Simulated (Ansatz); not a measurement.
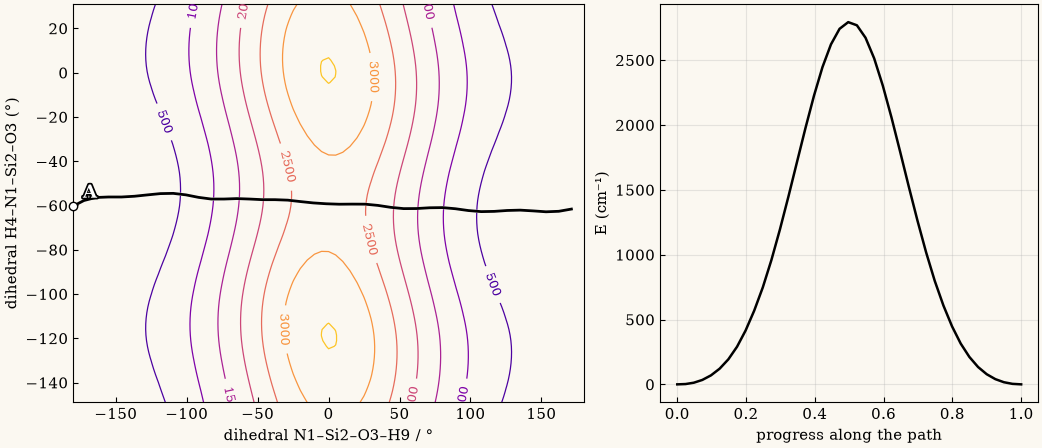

H6NOSi, SMILES [NH3+][SiH2]O, charge +1. First axis: dihedral N1–Si2–O3–H9. Second axis: dihedral H4–N1–Si2–O3. Nothing is relaxed (all other coordinates rigid). The scan uses a 12 × 13 grid; 94 points were computed and 62 follow by symmetry. Energies are in cm⁻¹, from the lowest grid point. Method: RKS CAM-B3LYP-D4/def2-TZVP in Ansatz 0.2.0.

In the figure: contour lines labelled in cm⁻¹, a line along the lowest path, the energy along the path at the right, the start A. Between grid points the surface is interpolated.

### Describe the path and its barrier.

The easiest path leads from the well at dihedral N1–Si2–O3–H9 = −180°, dihedral H4–N1–Si2–O3 = −59° to its copy one period on. Its highest point lies about 2800 cm⁻¹ above the bottom of the first well on the interpolated surface, at dihedral N1–Si2–O3–H9 = 0°, dihedral H4–N1–Si2–O3 = −59°. The start is the relaxed structure and all else is held, so a fully relaxed path at this level can only be lower.
